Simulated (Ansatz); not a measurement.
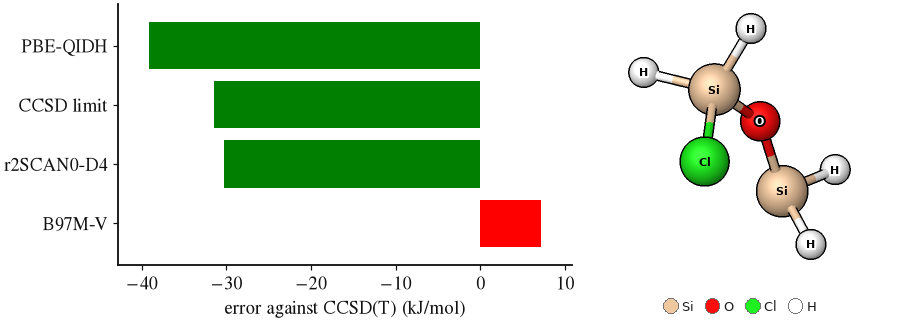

Error in the electronic atomisation energy (method less reference, so positive means overbinding) of Si₂H₄OCl, SMILES [SiH2]O[SiH2]Cl, doublet: functionals in def2-TZVPP against frozen-core CCSD(T) at the limit (MP2 extrapolated from triple and quadruple zeta, plus CCSD(T) less MP2 in a smaller set), which gives 2596.7 kJ/mol, at a PBE0-D4/def2-TZVP geometry (a minimum by its frequencies), no zero-point or spin-orbit term, the Ansatz code. The reference leaves out core correlation, a term that grows with the number of heavy atoms. PBE-QIDH holds a correlation term that converges slowly with the basis, so part of the distance to the limit is basis error. No dispersion term is added to PBE-QIDH. Limit means the basis limit.

Q: Which of these levels overbind, and which underbind?

A: Overbind: none clearly. Underbind: PBE-QIDH, CCSD limit and r2SCAN0-D4. Within 20 kJ/mol of zero, too close to call in view of what the reference leaves out: B97M-V.

Q: What range do the values span?

A: From −39.1 kJ/mol (PBE-QIDH) to 7.1 kJ/mol (B97M-V).

Caveats, for all or some of the runs: one conformer of a flexible molecule.
